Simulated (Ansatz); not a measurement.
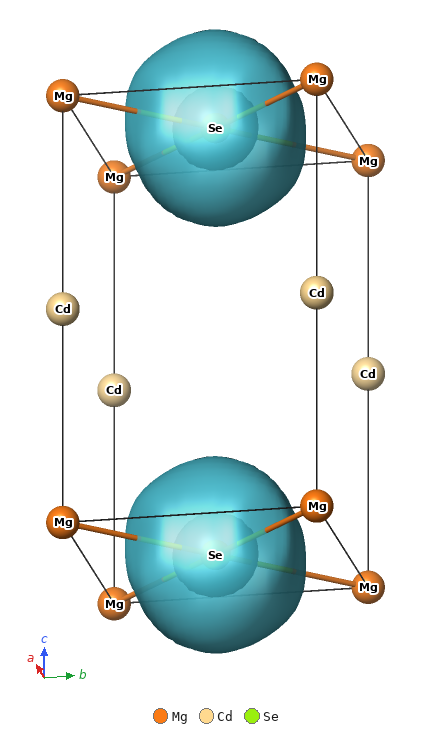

MgCdSe. Isosurface of the electron localisation function at 0.7 (cyan), seen at an oblique angle. Only the valence region is drawn (cores and ρ < 0.01 e/Å³ removed). Sticks mark near contacts.

Space group P4/mmm; a structure generated by program, which may or may not match a known phase.

Computed with DFT PBE, scalar-relativistic, plane waves, PAW (Ansatz).

Core electrons are frozen (PAW), and the valence fields are smoothed inside the atomic spheres.

```
Mg Cd Se
1.0
     3.71104    0.00000    0.00000
     0.00000    3.71104    0.00000
     0.00000    0.00000    6.45053
Mg Cd Se
1 1 1
Direct
  0.00000 0.00000 0.00000
  0.00000 0.00000 0.50000
  0.50000 0.50000 0.00000
```

### What do the ELF domains correspond to?

The surface consists of one region wrapped around Se (its valence shell), counted in one cell of 3 atoms. Any copies at cell faces, edges or corners count once. Profiles from the grid: Mg–Se (2.62 Å): the ELF is about 0.75 at the midpoint: a largely ionic contact. Mg–Cd (3.23 Å): the ELF is about 0.35 at the midpoint.
